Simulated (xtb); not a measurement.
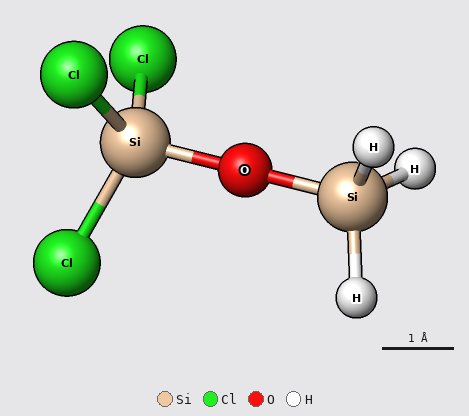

*The structure as given in the input (ball-and-stick view, seen at a tilt).*

**Run report: Si2H3Cl3O, calculation of the molecule and its ions**

Si2H3Cl3O ((Cl)3Si-O-SiH3), computed with GFN1-xTB (xtb 6.7.1).

The geometry was optimised with GFN1-xTB.

**Output**
```
* xtb version 6.7.1
   ID    Z sym.   atoms
    1   14 si     1, 6
    2   17 cl     2-4
    3    8 o      5
    4    1 h      7-9

           -------------------------------------------------
          |                Calculation Setup                |
           -------------------------------------------------

          program call               : xtb coord --gfn 1 --vipea --acc 100 --input xcontrol
          coordinate file            : coord
          omp threads                :                     1

           -------------------------------------------------
          |                 G F N 1 - x T B                 |
           -------------------------------------------------

      * Hamiltonian:
        H0-scaling (s, p, d)           1.850000    2.250000    2.000000
        zeta-weighting                 0.000000
      * Dispersion:
        s8                             2.400000
        a1                             0.630000
        a2                             5.000000
        s9                             0.000000
      * Repulsion:
        kExp                           1.500000
        rExp                           1.000000
      * Coulomb:
        alpha                          2.000000
        third order                    atomic
        anisotropic                    false
      * Halogen bond correction:
        rad-scale                      1.300000
        damping                        0.440000

          ...................................................
          :                      SETUP                      :
          :.................................................:
          :  # basis functions                  60          :
          :  # atomic orbitals                  55          :
          :  # shells                           23          :
          :  # electrons                        38          :
          :  # halogen bonds                     3          :
          :  max. iterations                   250          :
          :  Hamiltonian                  GFN1-xTB          :
          :  restarted?                      false          :
          :  GBSA solvation                  false          :
          :  PC potential                    false          :
          :  electronic temp.          300.0000000     K    :
          :  accuracy                  100.0000000          :
          :  -> integral cutoff          0.2000000E+02      :
          :  -> integral neglect         0.1000000E-05      :
          :  -> SCF convergence          0.1000000E-03 Eh   :
          :  -> wf. convergence          0.2000000E-02 e    :
          :  Broyden damping             0.4000000          :
          :  net charge                          0          :
          :  unpaired electrons                  0          :
          ...................................................

 iter      E             dE          RMSdq      gap      omega  full diag
   1    -23.2309070 -0.232309E+02  0.747E+00    6.62       0.0  T
   2    -23.2455804 -0.146734E-01  0.424E+00    6.97       1.0  T
   3    -23.2363912  0.918920E-02  0.105E+00    7.08       1.0  T
   4    -23.2483492 -0.119580E-01  0.350E-01    7.15       1.0  T
   5    -23.2492755 -0.926340E-03  0.599E-02    7.20       1.0  T
   6    -23.2492883 -0.127264E-04  0.219E-02    7.21       1.5  T
   7    -23.2492887 -0.392280E-06  0.722E-03    7.21       4.6  T
   8    -23.2492887 -0.452401E-07  0.164E-03    7.21      20.3  T

   *** convergence criteria satisfied after 8 iterations ***

         #    Occupation            Energy/Eh            Energy/eV
      -------------------------------------------------------------
         1        2.0000           -0.9152190             -24.9044
       ...           ...                  ...                  ...
        13        2.0000           -0.4793784             -13.0446
        14        2.0000           -0.4793777             -13.0445
        15        2.0000           -0.4658284             -12.6758
        16        2.0000           -0.4658277             -12.6758
        17        2.0000           -0.4592306             -12.4963
        18        2.0000           -0.4507824             -12.2664
        19        2.0000           -0.4507816             -12.2664 (HOMO)
        20                         -0.1857792              -5.0553 (LUMO)
        21                         -0.1516552              -4.1267
        22                         -0.1473792              -4.0104
        23                         -0.1473774              -4.0103
        24                         -0.1247204              -3.3938
       ...                                ...                  ...
        55                          1.4331261              38.9973
      -------------------------------------------------------------
                  HL-Gap            0.2650024 Eh            7.2111 eV
             Fermi-level           -0.3182804 Eh           -8.6608 eV

 SCC (total)                   0 d,  0 h,  0 min,  0.044 sec
 SCC setup                      ...        0 min,  0.000 sec (  0.463%)
 Dispersion                     ...        0 min,  0.000 sec (  0.195%)
 classical contributions        ...        0 min,  0.000 sec (  0.094%)
 integral evaluation            ...        0 min,  0.011 sec ( 25.841%)
 iterations                     ...        0 min,  0.011 sec ( 23.829%)
 molecular gradient             ...        0 min,  0.021 sec ( 48.463%)
 printout                       ...        0 min,  0.000 sec (  1.055%)

         :::::::::::::::::::::::::::::::::::::::::::::::::::::
         ::                     SUMMARY                     ::
         :::::::::::::::::::::::::::::::::::::::::::::::::::::
         :: total energy             -23.156389245148 Eh    ::
         :: gradient norm              0.000053200114 Eh/a0 ::
         :: HOMO-LUMO gap              7.211081999011 eV    ::
         ::.................................................::
         :: SCC energy               -23.249288702005 Eh    ::
         :: -> electrostatic           0.031421539088 Eh    ::
         :: repulsion energy           0.097916329778 Eh    ::
         :: dispersion energy         -0.005016872921 Eh    ::
         :: halogen bond corr.         0.000000000000 Eh    ::
         :: add. restraining           0.000000000000 Eh    ::
         :: total charge              -0.000000000000 e     ::
         :::::::::::::::::::::::::::::::::::::::::::::::::::::

           -------------------------------------------------
          |        vertical delta SCC IP calculation        |
           -------------------------------------------------

 iter      E             dE          RMSdq      gap      omega  full diag
   1    -22.6716503 -0.226717E+02  0.143E+00    7.21       0.0  T
   2    -22.6704775  0.117276E-02  0.224E+00    5.70       1.0  T
   3    -22.6852745 -0.147970E-01  0.189E+00    6.42       1.0  T
   4    -22.6990217 -0.137472E-01  0.104E+00    7.05       1.0  T
   5    -22.6742795  0.247422E-01  0.163E+00    7.02       1.0  T
   6    -22.7136747 -0.393953E-01  0.538E-01    7.10       1.0  T
   7    -22.6941542  0.195205E-01  0.113E+00    6.92       1.0  T
   8    -22.6843822  0.977198E-02  0.126E+00    7.10       1.0  T
   9    -22.7175975 -0.332153E-01  0.190E-01    7.07       1.0  T
  10    -22.7173942  0.203335E-03  0.218E-01    7.06       1.0  T
  11    -22.7177620 -0.367880E-03  0.162E-01    7.09       1.0  T
  12    -22.7180933 -0.331271E-03  0.107E-01    7.09       1.0  T
  13    -22.7183116 -0.218312E-03  0.399E-02    7.08       1.0  T
  14    -22.7182861  0.254911E-04  0.515E-02    7.08       1.0  T
  15    -22.7182665  0.196736E-04  0.603E-02    7.08       1.0  T
  16    -22.7183324 -0.659157E-04  0.223E-02    7.08       1.5  T
  17    -22.7183375 -0.510577E-05  0.158E-02    7.08       2.1  T
  18    -22.7183415 -0.402967E-05  0.749E-03    7.08       4.4  T
     SCC iter.                  ...        0 min,  0.022 sec
     gradient                   ...        0 min,  0.021 sec
------------------------------------------------------------------------
empirical IP shift (eV):    4.8455
delta SCC IP (eV):    9.6023
------------------------------------------------------------------------
           -------------------------------------------------
          |        vertical delta SCC EA calculation        |
           -------------------------------------------------

 iter      E             dE          RMSdq      gap      omega  full diag
   1    -23.2903256 -0.232903E+02  0.270E+00    0.89       0.0  T
   2    -23.2627774  0.275482E-01  0.226E+00    0.77       1.0  T
   3    -23.3262620 -0.634846E-01  0.181E+00    0.62       1.0  T
   4    -23.3392998 -0.130378E-01  0.851E-01    0.42       1.0  T
   5    -23.3341699  0.512996E-02  0.805E-01    0.53       1.0  T
   6    -23.3404236 -0.625374E-02  0.172E-01    0.41       1.0  T
   7    -23.3404742 -0.506005E-04  0.982E-02    0.41       1.0  T
   8    -23.3405138 -0.396131E-04  0.353E-02    0.40       1.0  T
   9    -23.3405172 -0.342193E-05  0.112E-02    0.40       3.0  T
  10    -23.3405183 -0.109713E-05  0.251E-03    0.40      13.3  T
     SCC iter.                  ...        0 min,  0.012 sec
     gradient                   ...        0 min,  0.021 sec
------------------------------------------------------------------------
empirical EA shift (eV):    4.8455
delta SCC EA (eV):   -2.3630
------------------------------------------------------------------------
           -------------------------------------------------
          |                Property Printout                |
           -------------------------------------------------

    * Orbital Energies and Occupations

         #    Occupation            Energy/Eh            Energy/eV
      -------------------------------------------------------------
         1        2.0000           -0.7513983             -20.4466
       ...           ...                  ...                  ...
         8        2.0000           -0.3861731             -10.5083
         9        2.0000           -0.3650520              -9.9336
        10        2.0000           -0.3554338              -9.6718
        11        2.0000           -0.3554336              -9.6718
        12        2.0000           -0.3347274              -9.1084
        13        2.0000           -0.3306790              -8.9982
        14        2.0000           -0.3306785              -8.9982
        15        2.0000           -0.3206598              -8.7256
        16        2.0000           -0.3206593              -8.7256
        17        2.0000           -0.3158239              -8.5940
        18        2.0000           -0.2776290              -7.5547
        19        2.0000           -0.2776281              -7.5546
        20        0.9996           -0.0047158              -0.1283 (HOMO)
        21        0.0004            0.0099372               0.2704 (LUMO)
        22                          0.0297811               0.8104
        23                          0.0297831               0.8104
        24                          0.0544216               1.4809
        25                          0.0544236               1.4809
        26                          0.0618172               1.6821
        27                          0.1109886               3.0202
        28                          0.1109887               3.0202
        29                          0.1172239               3.1898
        30                          0.1172241               3.1898
        31                          0.1190489               3.2395
       ...                                ...                  ...
        55                          1.6186504              44.0457
      -------------------------------------------------------------
                  HL-Gap            0.0146530 Eh            0.3987 eV
             Fermi-level           -0.0692806 Eh           -1.8852 eV

  Mulliken/CM5 charges         n(s)   n(p)   n(d)
     1si    0.47345  0.33430   0.998  1.347  1.181
     2cl   -0.23938 -0.19128   1.888  5.308  0.043
     3cl   -0.23938 -0.19128   1.888  5.308  0.043
     4cl   -0.23938 -0.19128   1.888  5.308  0.043
     5o    -0.36764 -0.38572   1.640  4.727  0.000
     6si   -0.06894 -0.32867   1.094  2.164  0.811
     7h    -0.10624 -0.01535   1.106  0.000  0.000
     8h    -0.10624 -0.01535   1.106  0.000  0.000
     9h    -0.10624 -0.01535   1.106  0.000  0.000

Wiberg/Mayer (AO) data.
largest (>0.10) Wiberg bond orders for each atom

 ---------------------------------------------------------------------------
     #   Z sym  total        # sym  WBO       # sym  WBO       # sym  WBO
 ---------------------------------------------------------------------------
     1  14 si   5.143 --     5 o    1.243     2 cl   1.235     3 cl   1.235
                             4 cl   1.235     6 si   0.186
     2  17 cl   1.418 --     1 si   1.235
     3  17 cl   1.418 --     1 si   1.235
     4  17 cl   1.418 --     1 si   1.235
     5   8 o    2.549 --     1 si   1.243     6 si   1.226
     6  14 si   4.559 --     5 o    1.226     8 h    0.953     9 h    0.953
                             7 h    0.953     1 si   0.186
     7   1 h    0.987 --     6 si   0.953
     8   1 h    0.987 --     6 si   0.953
     9   1 h    0.987 --     6 si   0.953
 ---------------------------------------------------------------------------

Topologies differ in total number of bonds
Writing topology from bond orders to xtbtopo.mol

 dipole moment from electron density (au)
     X       Y       Z
  -0.3848  -0.4125   0.2569  total (Debye):    1.576

           -------------------------------------------------
          | TOTAL ENERGY              -23.247618884159 Eh   |
          | GRADIENT NORM               0.094035014196 Eh/α |
          | HOMO-LUMO GAP               0.398729338037 eV   |
           -------------------------------------------------

------------------------------------------------------------------------
------------------------------------------------------------------------
 total:
 *  cpu-time:     0 d,  0 h,  0 min,  0.164 sec
 * ratio c/w:     0.995 speedup
 SCF:
 *  cpu-time:     0 d,  0 h,  0 min,  0.143 sec
 * ratio c/w:     0.994 speedup
```

**Standard error**
```
normal termination of xtb
```

The run was set up as follows.

**Input (coord)**
```
$coord
     -1.878935788454     -2.013805541969      1.254154537130  si
     -2.272301178556     -1.122194961848      4.941747199464  cl
     -0.335331900815     -5.478127062678      0.849356303974  cl
     -5.225432885293     -1.794899667692     -0.562760439914  cl
      0.088817127857      0.095185504897     -0.059280708530  o
      2.013937822797      2.158482974070     -1.344256678753  si
      4.382671725493      0.888719299150     -1.864951815132  h
      0.857519920833      3.063151561712     -3.654787016810  h
      2.369055156137      4.203450099834      0.440759721308  h
$end
```

**File xcontrol**
```
$chrg 0
$spin 0
$end
```

Command:
```bash
xtb coord --gfn 1 --vipea --acc 100 --input xcontrol | tee run.log
```

**Key numbers**

```csv
quantity,value
outcome,converged
electrons treated,38
total energy,−23.156389 hartree
dispersion energy,−0.005017 hartree
basis functions,60
hardware,"1 thread of Intel Xeon @ 2.50GHz (Skylake/Cascade Lake), 189 GiB of memory available, shared host"
peak memory,0.073 GiB
```

Settings chosen away from the usual ones: method = gfn1-xtb; task = vipea; x = {"accuracy": 100}; geo = {"prev": "A"}. These settings are looser than, or depart from, a standard set-up, so the numbers are not reference values for this system.
